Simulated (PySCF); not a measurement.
Cl4H6N2Si (trans-Si(NH3)2Cl4)

Input

```
{"job": {"kind": "uv", "xc": "wB97X-D", "basis": "def2-SVPD", "ip": false, "nstates": 10}, "charge": 0, "multiplicity": 1}
Si     0.003147    -0.004952     0.001926
N     -0.024471    -0.027178     1.956940
H     -0.472522     0.827099     2.295401
H      0.938230    -0.070016     2.301143
H     -0.543181    -0.847387     2.277921
N      0.028786     0.017246    -1.953299
H      0.527759     0.850293    -2.272863
H     -0.935431     0.042725    -2.295076
H      0.493528    -0.826154    -2.296247
Cl     2.186176    -0.031695    -0.002572
Cl    -2.179730     0.026054     0.006598
Cl     0.033600     2.178658     0.024310
Cl    -0.025262    -2.186802    -0.021981
```

Command:

```sh
OMP_NUM_THREADS=1 python probes_run.py task.json out
```

Geometry: PBE0-D3(BJ)/def2-SVP.

Level of theory: PySCF 2.14.0, wB97X-D/def2-SVPD, SCF density, gas phase.

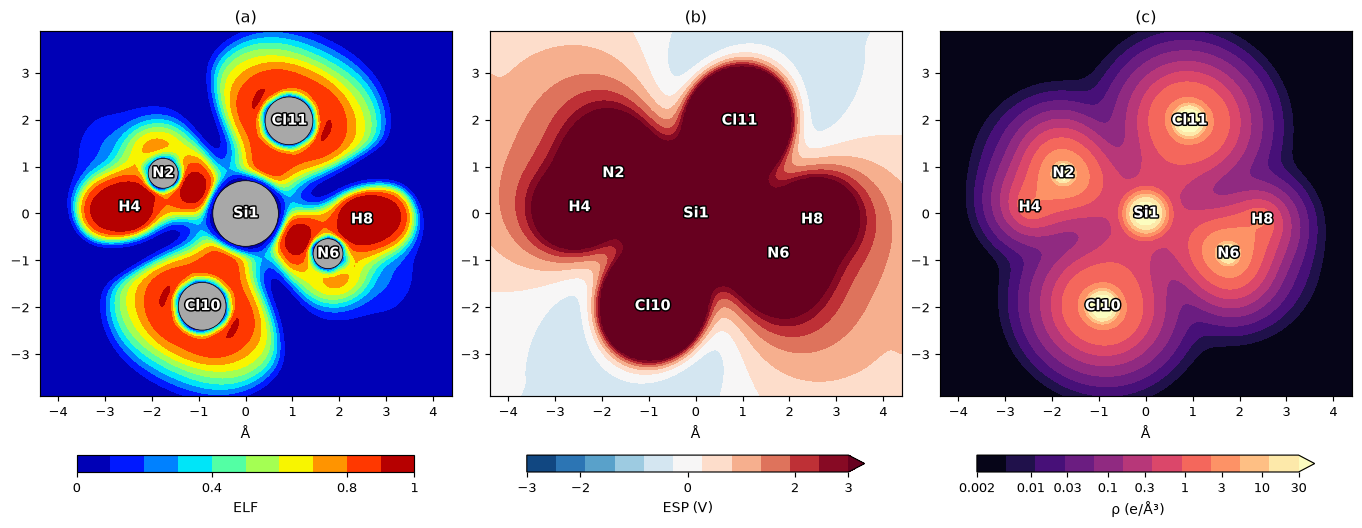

Figure 1. (a) electron localisation function; (b) molecular electrostatic potential; (c) total electron density on the plane of atoms N2, Si1 and Cl10. Grey discs cover the atomic cores in the ELF map.

What do the fields say about this system?

Answer.
- The section cuts through Si, N, H and Cl sites.
- Si–N (1.96 Å): the density is about 0.73 e/Å³ at the midpoint; the ELF peaks at about 0.95 between the atoms, as expected for a polar covalent bond.
- Si–Cl (2.18 Å): ρ at the midpoint is about 0.72 e/Å³, with its minimum of 0.53 e/Å³ about 0.8 Å from Si; the ELF peaks at about 0.90 between the atoms; a polar covalent bond.
- N–H (1.02 Å): ρ at the midpoint is about 2.9 e/Å³; the ELF climbs to about 1 towards the hydrogen, as it does in any bond to H: an ordinary covalent bond to hydrogen.
- The ELF also peaks beside Cl10 and Cl11, away from the bonds: lone-pair regions.
- Outside the dense part of the molecule the potential is most negative (−0.6 V) near Cl10 and Cl11.

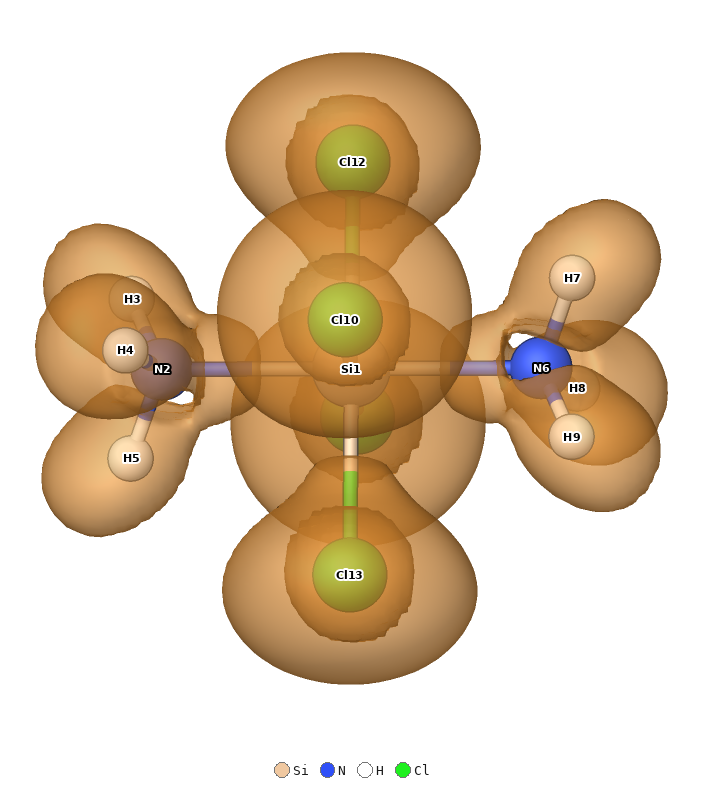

Figure 2. Isosurface of the ELF at 0.75 (orange), seen across its widest extent. Core shells and regions of very low density are left out.

Where are the electrons localised?

Answer. The surface consists of four regions on Cl in which the atom's valence shell and bonds are merged and two joined regions spread over several atoms (H, N), in which their bonds and any lone pairs are merged.

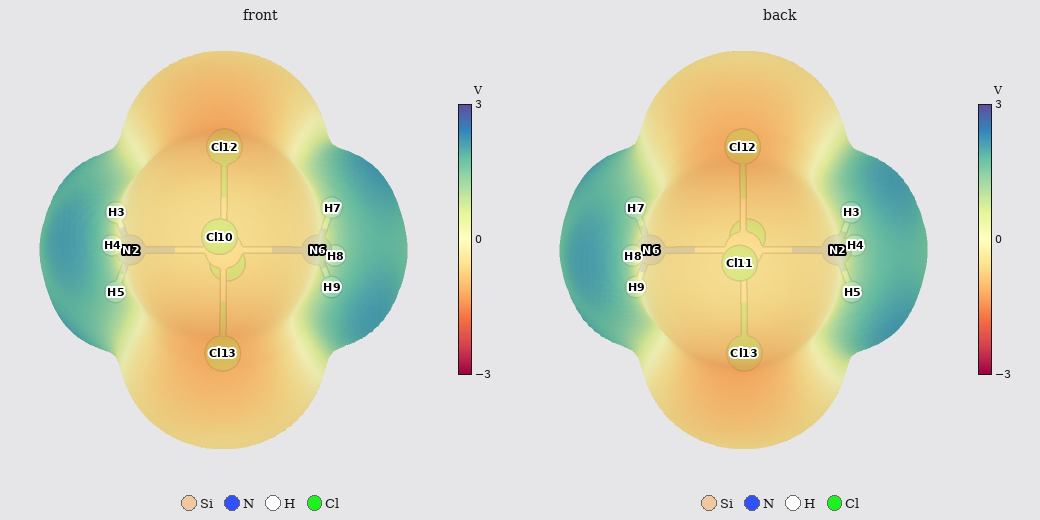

Figure 3. The electrostatic potential painted on the density surface at 0.001 e/bohr³, seen from the front and from behind; red is negative and blue positive.

Describe the electrostatic potential map.

Answer. The most negative region (about −1.2 V) lies over Cl10, Cl11, Cl12 and Cl13, the most positive (about +2.2 V) over the H atoms.

How polar is the molecule by this calculation?

Answer. Its dipole moment is zero.
